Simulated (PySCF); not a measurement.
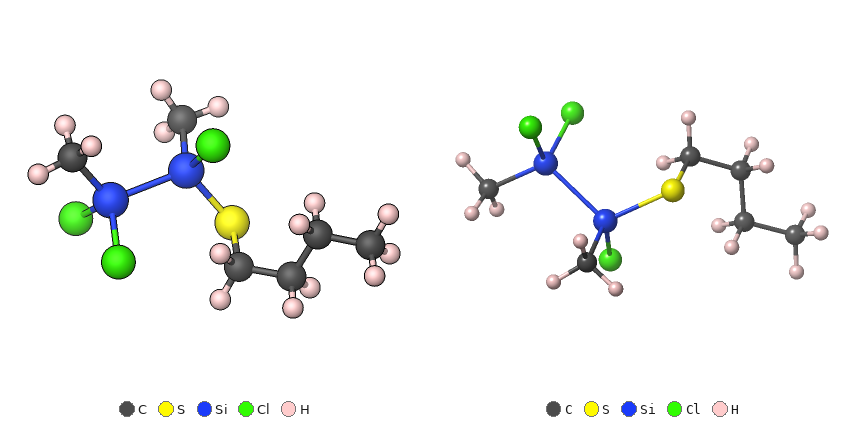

Both panels show the same species.

**Give the formula.**

C6H15Cl3SSi2, 27 atoms: 6 carbon, 15 hydrogen, 3 chlorine, 1 sulfur and 2 silicon.

**Does it have rings?**

It has no ring.

**Count the bonded pairs by element.**

15 C–H, 3 C–C, 3 Cl–Si, 2 C–Si, 1 C–S, 1 S–Si, 1 Si–Si.

**Give the symmetry (Schoenflies symbol).**

C1.

**Give a SMILES string for it.**

CCCCS[Si@](C)(Cl)[Si](C)(Cl)Cl

The parts below concern this one geometry. Atoms keep their numbers from picture to picture. The geometry was computed by an optimisation with PBE0-D3(BJ)/def2-SVP. No frequency run is at hand to confirm it as a minimum.

**Shape**

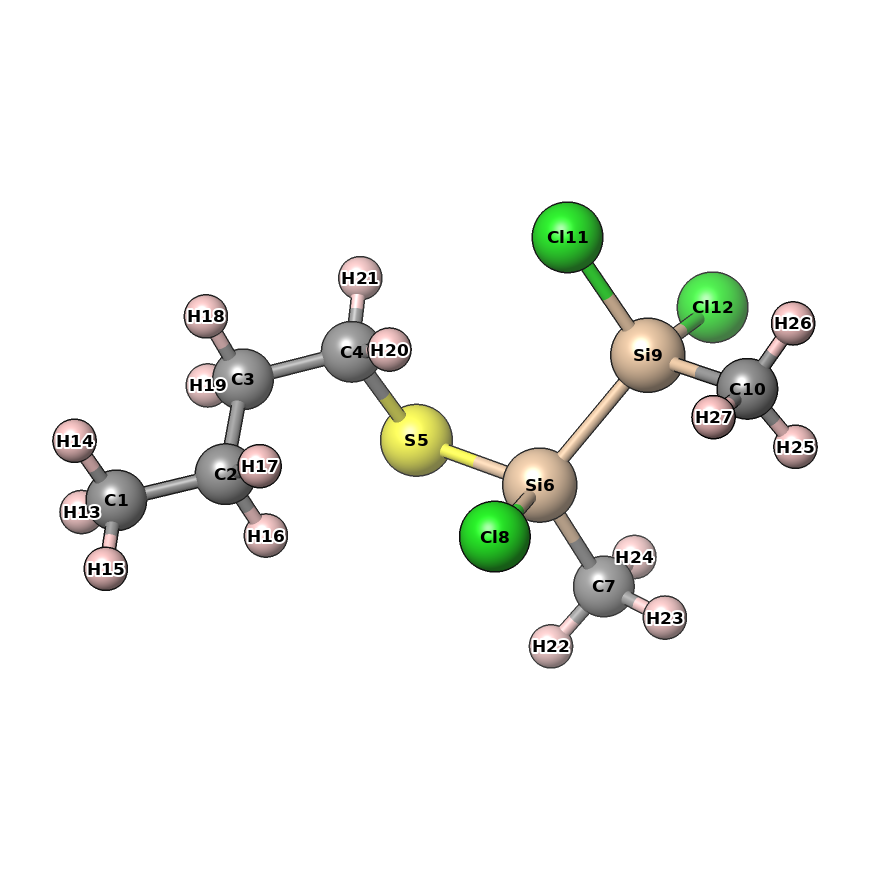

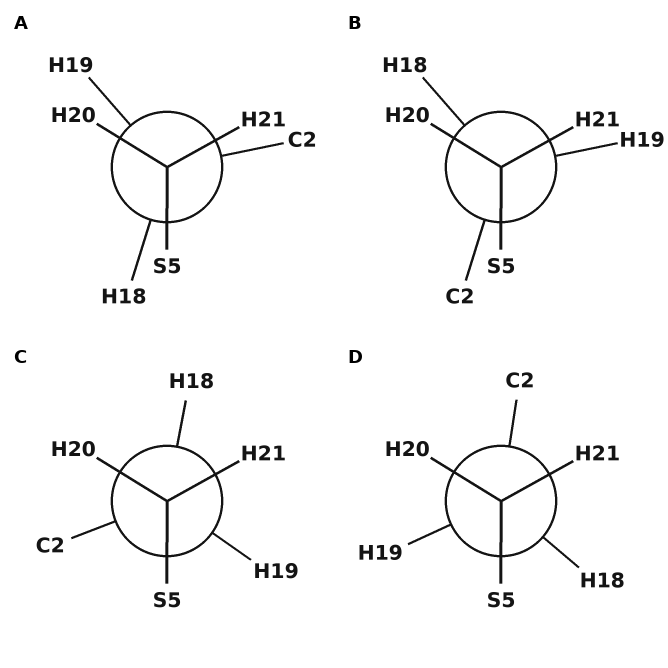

Depth is shown by fading: the farther an atom, the more it takes the colour of the background. Bonds that would overlap in a projection are set slightly apart. No frequency run is at hand to confirm it as a minimum.

**Which Newman projection shows the view along C4–C3, with C4 in front?**

C. The torsion angle S5–C4–C3–C2 is 69°, synclinal (gauche).

**Excitation**

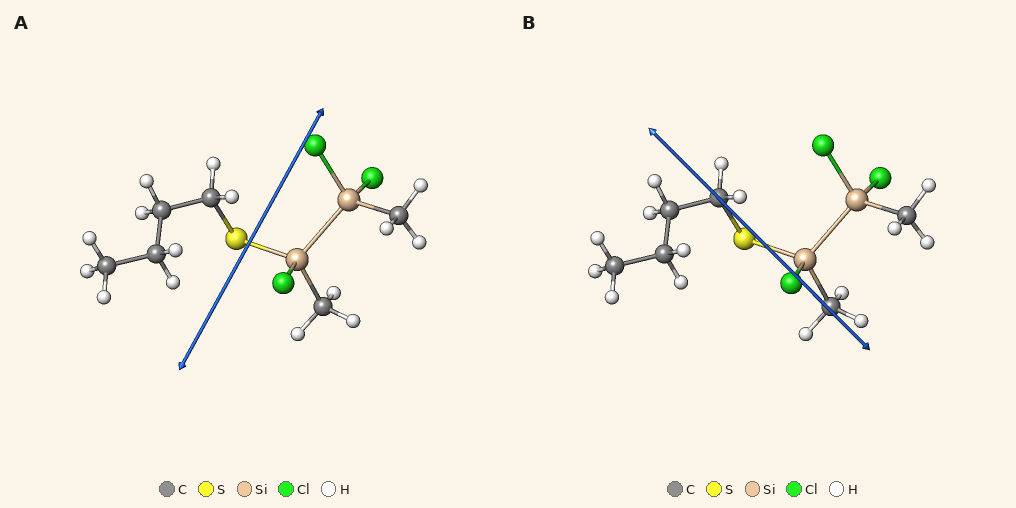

The double arrows show the directions of two transition dipoles from the ground state (lengths mean nothing). No frequency run is at hand to confirm it as a minimum. Method: TDDFT PBE0/def2-SVPD, vertical, gas phase, core orbitals frozen in the response (PySCF 2.14.0).

**One belongs to singlet state 3 and one to singlet state 6. Which is which?**

A: state 6, 6.40 eV (194 nm), oscillator strength 0.068, mainly HOMO−1 → LUMO+1 (weight 0.75).
B: state 3, 5.99 eV (207 nm), oscillator strength 0.019, of mixed character, with the largest part HOMO−1 → LUMO (weight 0.40).

**Charges**

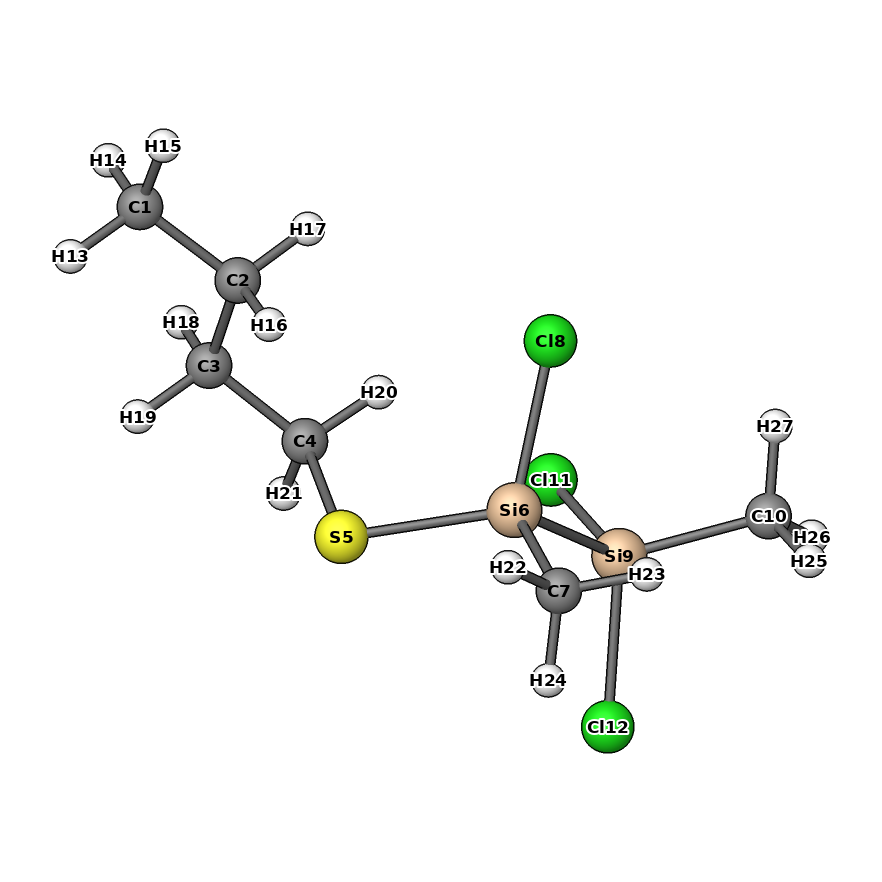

The questions are on ESP-fitted charges. No frequency run is at hand to confirm it as a minimum. Method: PBE0/pcSseg-1, gas phase (PySCF 2.14.0).

**Which atom carries the highest charge (most positive or least negative)?**

Si6 (0.41 e).

**And the lowest?**

C7 (−0.66 e).

List the ESP-fitted charges.

```
atom  value (e)
  C1      −0.53
  C2       0.25
  C3      −0.02
  C4       0.08
  S5      −0.31
 Si6       0.41
  C7      −0.66
 Cl8      −0.20
 Si9       0.32
 C10      −0.55
Cl11      −0.16
Cl12      −0.18
 H13       0.12
 H14       0.12
 H15       0.13
 H16      −0.03
 H17      −0.01
 H18       0.01
 H19       0.05
 H20       0.01
 H21       0.04
 H22       0.21
 H23       0.19
 H24       0.20
 H25       0.18
 H26       0.18
 H27       0.16
```

**NMR shielding**

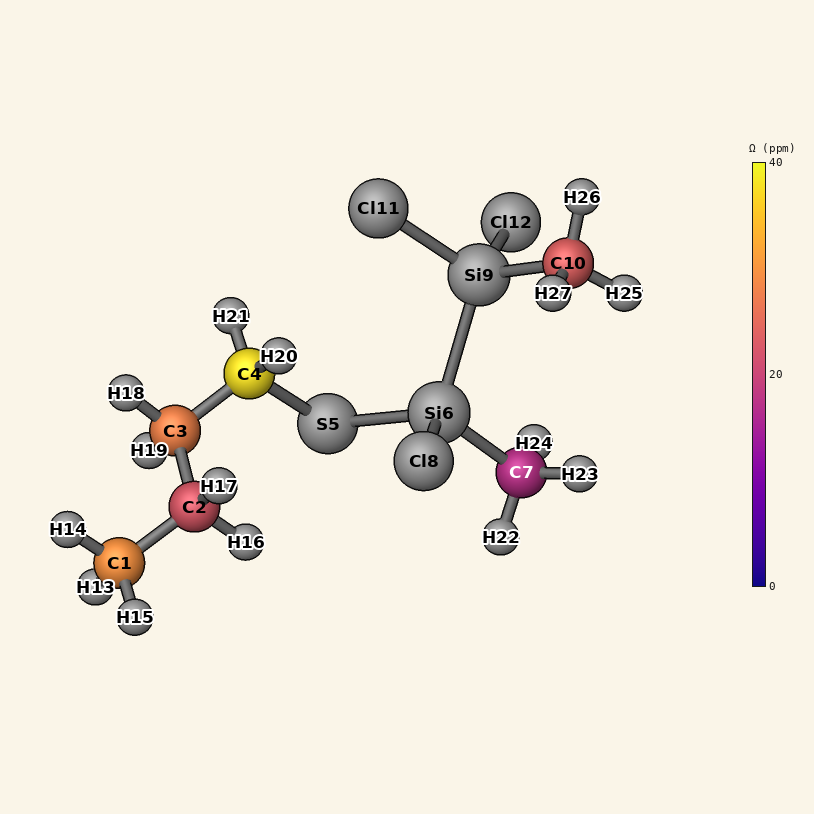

The C atoms are coloured by the span of their shielding tensor. No frequency run is at hand to confirm it as a minimum. Properties computed with GIAO PBE0/pcSseg-1 NMR shielding, non-relativistic, gas phase (PySCF 2.14.0). Principal shieldings σ11 ≤ σ22 ≤ σ33, span Ω = σ33 − σ11, skew κ = 3(σiso − σ22)/Ω.

**Which C atom has the most anisotropic shielding?**

C4, with a span of 38 ppm.

Give the shielding tensors of the C atoms.

```json
{"atom": "C1", "σ11": "157.3", "σ22": "161.5", "σ33": "187.1", "σiso": "168.6", "Ω": "29.8", "κ": "0.72"}
{"atom": "C2", "σ11": "146.8", "σ22": "166.4", "σ33": "169.6", "σiso": "160.9", "Ω": "22.8", "κ": "−0.72"}
{"atom": "C3", "σ11": "136.2", "σ22": "146.3", "σ33": "164.2", "σiso": "148.9", "Ω": "28.0", "κ": "0.27"}
{"atom": "C4", "σ11": "128.2", "σ22": "155.6", "σ33": "166.1", "σiso": "150.0", "Ω": "37.9", "κ": "−0.44"}
{"atom": "C7", "σ11": "174.7", "σ22": "180.2", "σ33": "191.9", "σiso": "182.3", "Ω": "17.2", "κ": "0.37"}
{"atom": "C10", "σ11": "165.4", "σ22": "174.3", "σ33": "189.3", "σiso": "176.4", "Ω": "23.9", "κ": "0.25"}
```

Shieldings and span in ppm.
